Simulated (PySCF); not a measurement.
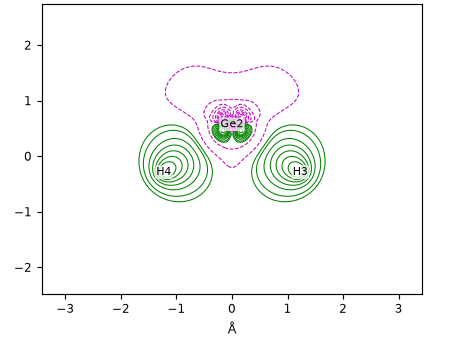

Figure. ClGeH₃, SMILES `Cl[GeH3]`. Deformation density (molecule less spherical, spin-averaged free atoms) in the plane of Ge2, H3 and H4; contours at ±0.05 to ±0.8 e/Å³; solid green lines: gain, dashed magenta lines: loss.

Method: B3LYP/def2-SVPD; geometry: GFN2-xTB; program: PySCF. No frequency check shows the geometry to be a minimum. GFN2-xTB bond lengths at metals and heavier atoms can be off by up to 0.1 Å and shapes distorted, which carries into these values.

### How much density has each bond in this plane gained at its critical point, relative to the free atoms?

Ge2–H4 and Ge2–H3: +0.26 e/Å³ at the bond critical point (bond length 1.50 Å). In all, 1.1 electrons gather in the regions of gain relative to the promolecule.
